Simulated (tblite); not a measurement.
## Geometry relaxation, with input and output: C4H4FGaO4 (part 1 of 3)

The run: geometry relaxation of C4H4FGaO4, SMILES O=COC1=C(F)C=[O+][GaH2-][O]1. Method and program: GFN2-xTB geometry optimisation, gas phase (tblite 0.8.0).

It belongs to a series of runs on one base structure; here: H on C replaced by OCHO.

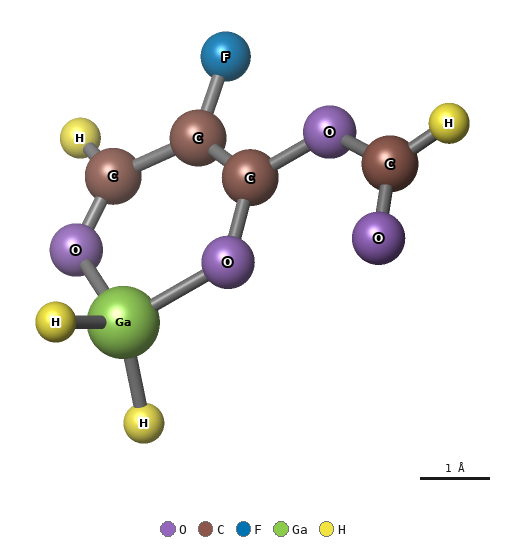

**Figure 1.** The input geometry (ball-and-stick view, seen at a tilt). Sticks mark near contacts.

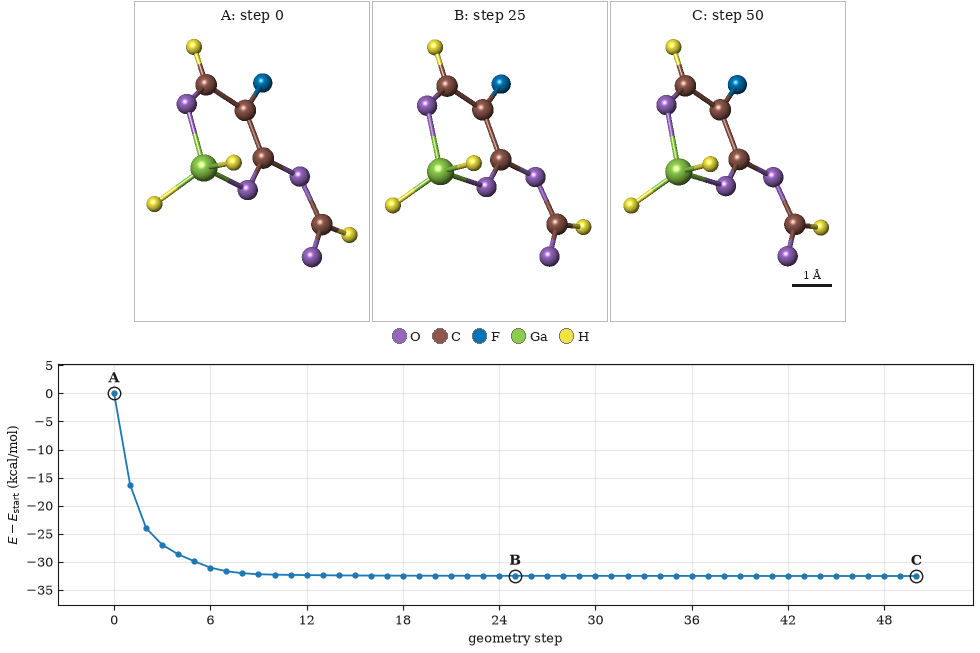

**Figure 2.** Frames of the relaxation (ball-and-stick view, seen at a tilt) above the curves, on which the letters mark them (steps are counted from 0).

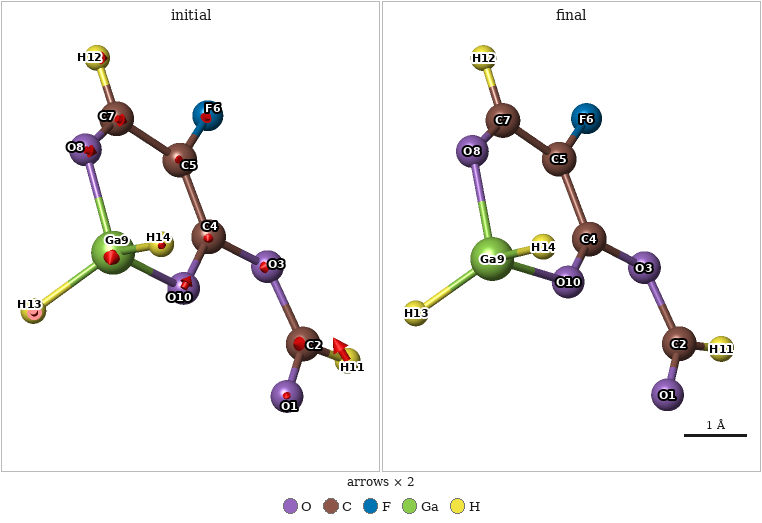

**Figure 3.** Before (left) and after (right) the relaxation, at one scale (ball-and-stick view, seen at a tilt). The red arrows give the displacements, magnified 2 times. The energy falls by 32.5 kcal/mol in 50 geometry steps. Largest force component: 5.7 eV/Å at the start, 0.008 eV/Å at the end. H11 moves most after the best rigid fit: 0.23 Å. By element the largest moves are H 0.23 Å, Ga 0.18 Å, C 0.13 Å, O 0.12 Å, F 0.09 Å. Distances before and after: C4–O10 1.413 → 1.250 Å, Ga9–O10 1.821 → 1.951 Å, O8–Ga9 1.839 → 1.954 Å, C5–C7 1.489 → 1.382 Å. Among the angles that change: H13–Ga9–H14 112.8° → 127.7°, O8–Ga9–O10 101.5° → 87.7°, O3–C2–H11 119.3° → 106.3°. (Atoms are counted from 1 in the order of the input.)

The input that produced these results follows, with the program's output.

**Input**
```
{"job": {"kind": "relax", "xc": "GFN2-xTB", "basis": "xTB"}, "charge": 0, "multiplicity": 1}
O      2.431400    -1.819100     0.751700
C      2.857400    -0.684700     0.391100
O      2.016600     0.338400    -0.002300
C      0.609400     0.256200    -0.080300
C     -0.073200     1.336200    -0.476000
F      0.632600     2.449200    -0.806400
C     -1.550100     1.431500    -0.643200
O     -2.364500     0.509700    -0.354300
Ga    -1.835400    -1.118000     0.317200
O     -0.022100    -0.954100     0.283500
H      3.925900    -0.513800     0.411500
H     -1.954500     2.354000    -1.022200
H     -2.331200    -2.317300    -0.626000
H     -2.343200    -1.268800     1.833600
```

The first line tells a small driver script what to run in tblite; the rest is the geometry in Å.

Command:
```bash
OMP_NUM_THREADS=1 python <driver script> task.json out
```

**Log**
```
step      E/eV     max force
  0    -892.13080    6.090
  1    -892.83734    7.819
  2    -893.17166    2.597
  3    -893.29961    1.344
  4    -893.37362    0.841
  5    -893.42687    0.910
  6    -893.47627    0.534
  7    -893.50391    0.405
  8    -893.51938    0.307
  9    -893.52701    0.220
 10    -893.53050    0.158
 11    -893.53224    0.123
 12    -893.53367    0.105
 13    -893.53506    0.109
 14    -893.53620    0.085
 15    -893.53690    0.068
 16    -893.53739    0.072
 17    -893.53785    0.061
 18    -893.53827    0.068
 19    -893.53853    0.045
 20    -893.53867    0.033
 21    -893.53878    0.032
 22    -893.53890    0.034
 23    -893.53904    0.035
 24    -893.53916    0.024
 25    -893.53927    0.024
 26    -893.53935    0.020
 27    -893.53940    0.017
 28    -893.53945    0.017
 29    -893.53950    0.021
 30    -893.53957    0.026
 31    -893.53964    0.028
 32    -893.53971    0.024
 33    -893.53979    0.025
 34    -893.53988    0.031
 35    -893.54001    0.034
 36    -893.54015    0.041
 37    -893.54029    0.035
 38    -893.54042    0.028
 39    -893.54053    0.026
 40    -893.54060    0.025
 41    -893.54064    0.019
 42    -893.54067    0.014
 43    -893.54069    0.015
 44    -893.54072    0.013
 45    -893.54073    0.011
 46    -893.54075    0.013
 47    -893.54076    0.012
 48    -893.54077    0.013
 49    -893.54078    0.010
 50    -893.54079    0.009
```

**Trajectory as extended XYZ (Å, eV, eV/Å), 51 frames, from step=0 to step=50**
```
14
Properties=species:S:1:pos:R:3:forces:R:3 step=0 energy=-892.13080
O     2.4314   -1.8191    0.7517    1.7040   4.4370  -1.4420
C     2.8574   -0.6847    0.3911   -3.4530  -4.5640   1.4240
O     2.0166    0.3384   -0.0023   -0.6420  -0.6490   0.0870
C     0.6094    0.2562   -0.0803    0.7490  -5.6720   2.0870
C    -0.0732    1.3362   -0.4760   -2.8090   1.8750  -0.9710
F     0.6326    2.4492   -0.8064   -0.3840  -0.2060   0.0340
C    -1.5501    1.4315   -0.6432    1.8670  -1.3510   0.7740
O    -2.3645    0.5097   -0.3543    0.9290   1.4820  -0.5690
Ga   -1.8354   -1.1180    0.3172   -0.8170  -2.2020   0.9360
O    -0.0221   -0.9541    0.2835    2.5000   4.6060  -1.4810
H     3.9259   -0.5138    0.4115   -0.0330   0.8620  -0.3140
H    -1.9545    2.3540   -1.0222    0.0250   0.5690  -0.2160
H    -2.3312   -2.3173   -0.6260    0.2020   0.5440   0.1160
H    -2.3432   -1.2688    1.8336    0.1630   0.2670  -0.4650
14
Properties=species:S:1:pos:R:3:forces:R:3 step=1 energy=-892.83734
O     2.4558   -1.7557    0.7311   -2.8630  -6.9510   2.1510
C     2.8081   -0.7499    0.4114    3.0020   6.7120  -2.0120
O     2.0075    0.3292   -0.0010   -0.8940  -0.9310   0.1810
C     0.6201    0.1751   -0.0505   -0.3380   1.6030  -0.4260
C    -0.1133    1.3629   -0.4899   -0.0080  -1.5920   0.4350
F     0.6271    2.4463   -0.8059   -0.1970   0.0330  -0.0540
C    -1.5234    1.4122   -0.6321    2.0990   1.8120  -0.4460
O    -2.3512    0.5309   -0.3625   -0.5630  -1.1290   0.2960
Ga   -1.8471   -1.1494    0.3305   -0.9310  -1.2790   0.5480
O     0.0136   -0.8883    0.2623    0.8820   0.6580  -0.2280
H     3.9254   -0.5015    0.4071   -1.1040   0.7660  -0.3540
H    -1.9541    2.3621   -1.0253    0.4380  -0.1910   0.1230
H    -2.3283   -2.3095   -0.6244    0.2500   0.3220   0.0310
H    -2.3408   -1.2650    1.8270    0.2270   0.1680  -0.2440
14
Properties=species:S:1:pos:R:3:forces:R:3 step=2 energy=-893.17166
O     2.4355   -1.8037    0.7457    0.5920   1.9840  -0.6500
C     2.8232   -0.7046    0.3980   -1.0170  -2.2690   0.7480
O     1.9968    0.3182    0.0010   -0.2270  -0.4790   0.0990
C     0.6197    0.1692   -0.0468   -0.0580   2.4450  -0.7230
C    -0.1237    1.3551   -0.4894    1.0940  -0.9300   0.3260
F     0.6238    2.4458   -0.8063   -0.2250  -0.1530   0.0060
C    -1.4972    1.4240   -0.6334    0.0450   0.6730  -0.2080
O    -2.3530    0.5259   -0.3618    0.4000  -0.3120   0.0680
Ga   -1.8587   -1.1693    0.3390   -0.8240  -0.8640   0.3750
O     0.0310   -0.8653    0.2548   -0.0500  -0.8900   0.2450
H     3.9151   -0.4912    0.4026   -0.6910   0.6790  -0.2880
H    -1.9500    2.3625   -1.0249    0.5370  -0.1990   0.1430
H    -2.3252   -2.3045   -0.6237    0.2210   0.1880  -0.0410
H    -2.3381   -1.2625    1.8230    0.2020   0.1280  -0.0990
14
Properties=species:S:1:pos:R:3:forces:R:3 step=3 energy=-893.29961
O     2.4361   -1.7961    0.7429    0.2110   0.6490  -0.2160
C     2.8185   -0.7160    0.4022   -0.7310  -1.0740   0.3450
O     1.9925    0.3109    0.0025   -0.1420  -0.0330  -0.0280
C     0.6181    0.2029   -0.0568   -0.1850  -0.6460   0.2550
C    -0.1100    1.3404   -0.4844    0.2250   0.3310  -0.1490
F     0.6209    2.4442   -0.8063   -0.1690  -0.1590   0.0170
C    -1.4929    1.4360   -0.6370   -0.2460  -0.6500   0.2540
O    -2.3497    0.5194   -0.3602    0.9530   0.5240  -0.1890
Ga   -1.8700   -1.1814    0.3443   -0.5010  -0.7410   0.3280
O     0.0314   -0.8758    0.2577    0.4900   0.8140  -0.2610
H     3.9047   -0.4819    0.3986   -0.6160   0.6640  -0.2740
H    -1.9428    2.3596   -1.0229    0.4110   0.0850   0.0240
H    -2.3222   -2.3019   -0.6241    0.1600   0.1200  -0.0890
H    -2.3353   -1.2607    1.8215    0.1370   0.1170  -0.0180
14
Properties=species:S:1:pos:R:3:forces:R:3 step=4 energy=-893.37362
O     2.4354   -1.7929    0.7415   -0.2120  -0.6450   0.2030
C     2.8088   -0.7277    0.4064   -0.2670   0.2800  -0.1030
O     1.9866    0.3053    0.0030    0.0630   0.0900  -0.0350
C     0.6146    0.2063   -0.0565    0.2420  -0.3120   0.1340
C    -0.1028    1.3376   -0.4844   -0.2040   0.5000  -0.2110
F     0.6166    2.4410   -0.8062    0.0160   0.0580  -0.0430
C    -1.4899    1.4336   -0.6350    0.3010  -0.2830   0.1390
O    -2.3345    0.5236   -0.3622    0.4400  -0.0420  -0.0030
Ga   -1.8843   -1.2012    0.3529   -0.2230  -0.4170   0.1940
O     0.0421   -0.8638    0.2535   -0.1560  -0.0120  -0.0070
H     3.8892   -0.4662    0.3920   -0.5640   0.5780  -0.2360
H    -1.9329    2.3597   -1.0217    0.3830   0.1140   0.0140
H    -2.3179   -2.2980   -0.6255    0.1020  -0.0020  -0.1740
H    -2.3316   -1.2577    1.8199    0.0780   0.0940   0.1280
14
Properties=species:S:1:pos:R:3:forces:R:3 step=5 energy=-893.42687
O     2.4320   -1.7993    0.7431   -0.2790  -0.8240   0.2670
C     2.7949   -0.7340    0.4086   -0.0320   0.5820  -0.2100
O     1.9832    0.3015    0.0032    0.1080   0.1420  -0.0310
C     0.6179    0.2088   -0.0555    0.0240  -0.1290   0.0190
C    -0.1012    1.3430   -0.4878    0.0930   0.1180  -0.0310
F     0.6136    2.4401   -0.8070    0.1980   0.3180  -0.1180
C    -1.4793    1.4299   -0.6318    0.2060   0.1390  -0.0470
O    -2.3167    0.5234   -0.3631    0.0680  -0.4570   0.1380
Ga   -1.9001   -1.2247    0.3634    0.0210  -0.0780   0.0480
O     0.0458   -0.8587    0.2514   -0.3480  -0.2140   0.0710
H     3.8668   -0.4432    0.3825   -0.4770   0.4250  -0.1730
H    -1.9179    2.3615   -1.0203    0.3580   0.0440   0.0410
H    -2.3127   -2.2950   -0.6298    0.0430  -0.1300  -0.2540
H    -2.3272   -1.2536    1.8209    0.0170   0.0640   0.2810
14
Properties=species:S:1:pos:R:3:forces:R:3 step=6 energy=-893.47627
O     2.4260   -1.8129    0.7471   -0.1530  -0.3540   0.1250
C     2.7753   -0.7394    0.4099    0.0560   0.3650  -0.1500
O     1.9808    0.2996    0.0028   -0.0190   0.0550   0.0060
C     0.6190    0.2098   -0.0544   -0.1060   0.0030  -0.0690
C    -0.0929    1.3479   -0.4907    0.1520  -0.0350   0.0490
F     0.6143    2.4457   -0.8104    0.3070   0.3820  -0.1300
C    -1.4667    1.4294   -0.6299    0.1230   0.0740  -0.0490
O    -2.2945    0.5144   -0.3614   -0.0520  -0.4490   0.1440
Ga   -1.9178   -1.2530    0.3762    0.2430   0.2280  -0.0920
O     0.0450   -0.8550    0.2498   -0.4230  -0.3040   0.1180
H     3.8321   -0.4088    0.3683   -0.2890   0.1870  -0.0750
H    -1.8936    2.3638   -1.0176    0.2130   0.0560   0.0270
H    -2.3058   -2.2942   -0.6399   -0.0110  -0.2350  -0.3030
H    -2.3219   -1.2477    1.8278   -0.0400   0.0280   0.3990
14
Properties=species:S:1:pos:R:3:forces:R:3 step=7 energy=-893.50391
O     2.4213   -1.8223    0.7502   -0.0300   0.1070  -0.0230
C     2.7616   -0.7418    0.4098    0.0390   0.0710  -0.0510
O     1.9782    0.2991    0.0028   -0.2130  -0.0650   0.0320
C     0.6174    0.2088   -0.0544   -0.1960  -0.0330  -0.0640
C    -0.0849    1.3520   -0.4922    0.1710  -0.0320   0.0520
F     0.6199    2.4553   -0.8147    0.2330   0.1950  -0.0690
C    -1.4582    1.4267   -0.6283    0.0720   0.0430  -0.0460
O    -2.2787    0.5035   -0.3586   -0.0400  -0.2650   0.0870
Ga   -1.9249   -1.2672    0.3829    0.2820   0.2670  -0.1140
O     0.0378   -0.8565    0.2504   -0.2710  -0.0990   0.0640
H     3.8047   -0.3835    0.3579   -0.0880   0.0270  -0.0070
H    -1.8743    2.3667   -1.0156    0.1020  -0.0050   0.0390
H    -2.3016   -2.2979   -0.6518   -0.0160  -0.2120  -0.2420
H    -2.3191   -1.2434    1.8395   -0.0450   0.0020   0.3420
14
Properties=species:S:1:pos:R:3:forces:R:3 step=8 energy=-893.51938
O     2.4183   -1.8252    0.7513    0.0220   0.2650  -0.0780
C     2.7544   -0.7421    0.4088   -0.0170  -0.0430  -0.0030
O     1.9726    0.2979    0.0032   -0.2760  -0.1290   0.0340
C     0.6129    0.2056   -0.0549   -0.1760   0.0010  -0.0470
C    -0.0778    1.3554   -0.4927    0.0730   0.0010   0.0200
F     0.6271    2.4635   -0.8181    0.1330  -0.0140  -0.0030
C    -1.4526    1.4245   -0.6277    0.0380  -0.0450  -0.0070
O    -2.2696    0.4937   -0.3558    0.0790   0.0080  -0.0020
Ga   -1.9234   -1.2701    0.3844    0.1950   0.1580  -0.0670
O     0.0289   -0.8581    0.2517   -0.1430   0.0230   0.0220
H     3.7881   -0.3689    0.3520    0.0590  -0.0370   0.0210
H    -1.8617    2.3682   -1.0137    0.0200  -0.0490   0.0450
H    -2.2995   -2.3039   -0.6629    0.0090  -0.1210  -0.1240
H    -2.3184   -1.2410    1.8523   -0.0160  -0.0180   0.1900
14
Properties=species:S:1:pos:R:3:forces:R:3 step=9 energy=-893.52701
O     2.4168   -1.8233    0.7510    0.0290   0.2070  -0.0640
C     2.7520   -0.7408    0.4076   -0.0640  -0.0440   0.0090
O     1.9652    0.2955    0.0039   -0.1990  -0.0920   0.0120
C     0.6077    0.2035   -0.0560   -0.1370  -0.0220  -0.0060
C    -0.0739    1.3576   -0.4928    0.0030   0.0210  -0.0090
F     0.6333    2.4670   -0.8196    0.0630  -0.1320   0.0340
C    -1.4498    1.4223   -0.6276    0.0560   0.0020  -0.0090
O    -2.2646    0.4896   -0.3546    0.0960   0.1030  -0.0390
Ga   -1.9179   -1.2669    0.3832    0.0840   0.0180  -0.0040
O     0.0212   -0.8593    0.2530   -0.0670   0.0920  -0.0100
H     3.7827   -0.3640    0.3501    0.0990  -0.0320   0.0180
H    -1.8563    2.3680   -1.0121   -0.0160  -0.0640   0.0430
H    -2.2986   -2.3093   -0.6702    0.0380  -0.0310  -0.0230
H    -2.3186   -1.2405    1.8620    0.0160  -0.0260   0.0480
14
Properties=species:S:1:pos:R:3:forces:R:3 step=10 energy=-893.53050
O     2.4163   -1.8200    0.7501    0.0040   0.0590  -0.0190
C     2.7508   -0.7390    0.4065   -0.0400   0.0280  -0.0050
O     1.9585    0.2930    0.0045   -0.0880  -0.0180  -0.0130
C     0.6028    0.2022   -0.0566   -0.0710  -0.0080   0.0130
C    -0.0724    1.3588   -0.4928   -0.0090   0.0200  -0.0200
F     0.6377    2.4663   -0.8197    0.0530  -0.1440   0.0380
C    -1.4472    1.4221   -0.6280    0.0100   0.0090  -0.0040
O    -2.2617    0.4891   -0.3545    0.0920   0.1190  -0.0470
Ga   -1.9131   -1.2641    0.3822    0.0010  -0.0630   0.0320
O     0.0157   -0.8588    0.2536   -0.0670   0.0480  -0.0050
H     3.7830   -0.3632    0.3500    0.0560  -0.0140   0.0070
H    -1.8547    2.3666   -1.0106   -0.0330  -0.0280   0.0240
H    -2.2976   -2.3125   -0.6738    0.0560   0.0210   0.0320
H    -2.3186   -1.2410    1.8672    0.0360  -0.0290  -0.0320
14
Properties=species:S:1:pos:R:3:forces:R:3 step=11 energy=-893.53224
O     2.4159   -1.8178    0.7494   -0.0060  -0.0090   0.0020
C     2.7499   -0.7371    0.4058   -0.0200   0.0460  -0.0090
O     1.9538    0.2916    0.0045   -0.0040   0.0310  -0.0250
C     0.5991    0.2019   -0.0569   -0.0340  -0.0210   0.0230
C    -0.0717    1.3594   -0.4931   -0.0270  -0.0050  -0.0160
F     0.6409    2.4635   -0.8191    0.0750  -0.0950   0.0230
C    -1.4459    1.4225   -0.6284    0.0280   0.0540  -0.0130
O    -2.2590    0.4906   -0.3553    0.0230   0.0430  -0.0250
Ga   -1.9106   -1.2637    0.3822   -0.0310  -0.0840   0.0420
O     0.0115   -0.8581    0.2539   -0.0700   0.0140   0.0030
H     3.7842   -0.3633    0.3501    0.0060   0.0000  -0.0020
H    -1.8547    2.3655   -1.0095   -0.0420   0.0170   0.0040
H    -2.2962   -2.3137   -0.6750    0.0600   0.0380   0.0490
H    -2.3179   -1.2418    1.8692    0.0410  -0.0280  -0.0580
14
Properties=species:S:1:pos:R:3:forces:R:3 step=12 energy=-893.53367
O     2.4156   -1.8158    0.7489   -0.0190  -0.0550   0.0180
C     2.7485   -0.7352    0.4052    0.0120   0.0600  -0.0150
O     1.9498    0.2909    0.0040    0.0400   0.0520  -0.0260
C     0.5955    0.2013   -0.0566    0.0070  -0.0170   0.0190
C    -0.0716    1.3595   -0.4936    0.0070  -0.0130  -0.0090
F     0.6451    2.4596   -0.8183    0.0960  -0.0430   0.0080
C    -1.4439    1.4242   -0.6290   -0.0330   0.0420  -0.0110
O    -2.2564    0.4924   -0.3563   -0.0130  -0.0030  -0.0080
Ga   -1.9095   -1.2655    0.3832   -0.0440  -0.0630   0.0330
O     0.0070   -0.8572    0.2542   -0.0660  -0.0350   0.0200
H     3.7847   -0.3630    0.3500   -0.0390   0.0090  -0.0070
H    -1.8553    2.3650   -1.0085   -0.0430   0.0610  -0.0140
H    -2.2937   -2.3138   -0.6750    0.0570   0.0320   0.0460
H    -2.3165   -1.2429    1.8697    0.0380  -0.0290  -0.0530
14
Properties=species:S:1:pos:R:3:forces:R:3 step=13 energy=-893.53506
O     2.4151   -1.8143    0.7484   -0.0180  -0.0360   0.0140
C     2.7469   -0.7329    0.4045    0.0150   0.0240  -0.0080
O     1.9465    0.2911    0.0031    0.0590   0.0370  -0.0130
C     0.5920    0.2005   -0.0560    0.0210  -0.0210   0.0110
C    -0.0709    1.3595   -0.4942   -0.0090  -0.0270   0.0000
F     0.6511    2.4548   -0.8173    0.1080   0.0100  -0.0090
C    -1.4430    1.4263   -0.6298   -0.0180   0.0490  -0.0120
O    -2.2535    0.4943   -0.3575   -0.0690  -0.0610   0.0130
Ga   -1.9095   -1.2687    0.3850   -0.0350  -0.0200   0.0130
O     0.0013   -0.8568    0.2549   -0.0290  -0.0460   0.0280
H     3.7842   -0.3621    0.3496   -0.0600   0.0190  -0.0110
H    -1.8564    2.3658   -1.0078   -0.0390   0.0880  -0.0260
H    -2.2901   -2.3134   -0.6743    0.0460   0.0130   0.0270
H    -2.3143   -1.2446    1.8692    0.0270  -0.0280  -0.0270
```
